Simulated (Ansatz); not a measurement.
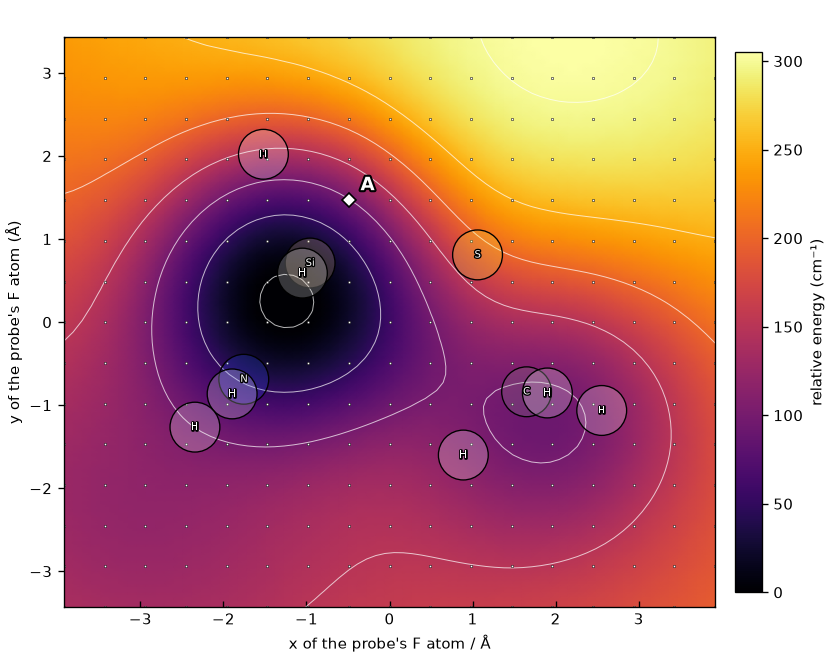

CH₇NSSi (SMILES CS[SiH2]N) with the probe HF. The probe is moved over a plane parallel to the molecule's main plane, 4.96 Å above it. The first coordinate is: x of the probe's F atom; the second: y of the probe's F atom. Nothing is relaxed (molecule and probe rigid, the probe upright with F nearest the plane). The grid has 17 × 15 points. Points are written as (first, second). All energies are given in cm⁻¹ relative to the lowest grid point. These are results of RKS CAM-B3LYP-D4/def2-SVP (Ansatz), not measurements.

In the figure: a smooth colour map with a few white contour lines, dots at the grid points, labelled circles for the molecule's atoms, projected on the plane, the point A. Between grid points the surface is interpolated.

Which way does the force act at A, and how strong is it?

Answer. A, at (−0.49 Å, 1.47 Å), is not a stationary point. The computed force is 0.017 eV/Å in the plane, pointing down and left in the picture (components −0.009 and −0.014 eV/Å).
